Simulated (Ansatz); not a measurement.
# Direct or indirect: PbO (P4/nmm)

Space group P4/nmm:1 (No. 129). a = 3.990 Å, b = 3.990 Å, c = 5.010 Å, α = 90.00°, β = 90.00°, γ = 90.00°
| atom | site | symmetry | x | y | z |
| --- | --- | --- | --- | --- | --- |
| Pb | 2c | 4mm | 0.5000 | 0.0000 | 0.7600 |
| O | 2a | -4m2 | 0.5000 | 0.5000 | 0.0000 |

Method: Ansatz, PBE, independent particles, without spin-orbit coupling, line width 0.1 eV (Gaussian). The band structure gives a fundamental gap of 1.14 eV. The spectrum of vertical transitions near the edge:

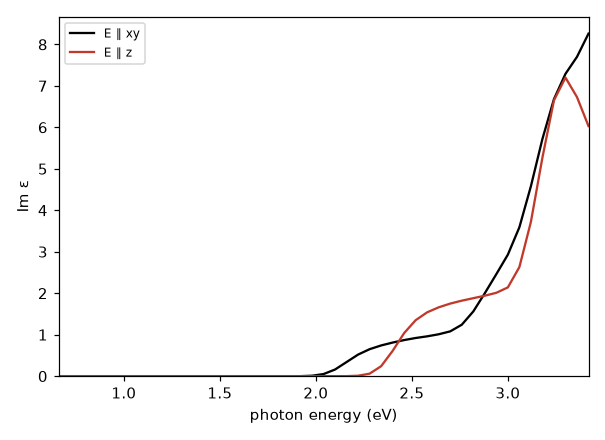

(1) Is the gap direct or indirect, and about where do vertical transitions set in?

## Answers

(1) Indirect, by the band path, whose least direct gap is 2.11 eV. The curves fit this: they stay near zero above 1.14 eV and rise only from about 2.1 eV, though a forbidden direct transition would look alike. Lines are broadened by 0.1 eV, which spreads the edge, and phonons, which would give weak absorption from the fundamental gap up, are left out.
